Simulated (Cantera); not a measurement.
Charge: 1 mol FeS₂, 120 mol H₂, 1.6 mol H₂O, equilibrated at 2048.15 K.

These are equilibrium values from Cantera (NASA tables, ideal gas, pure condensed phases), not measurements of a reactor. Candidate condensed phases: Fe, FeO, Fe(OH)₂, Fe(OH)₃, FeS, FeSO₄, FeS₂, Fe₂O₃, Fe₂(SO₄)₃, Fe₃O₄, H₂O, H₂SO₄, S; 22 gas species. Equilibrium is a limit: real reactors are often held back by kinetics, nucleation or transport.

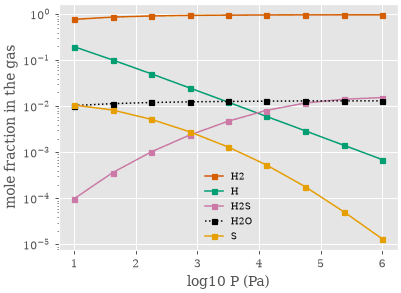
Fig. 1. Equilibrium gas composition (values under 1e-9 drawn at 1e-9)

Problem. Read off the mole fractions at 56000 Pa.

Solution. H₂ about 0.97, H₂O about 0.013, H₂S about 0.012, H about 0.0029, S about 0.00018.
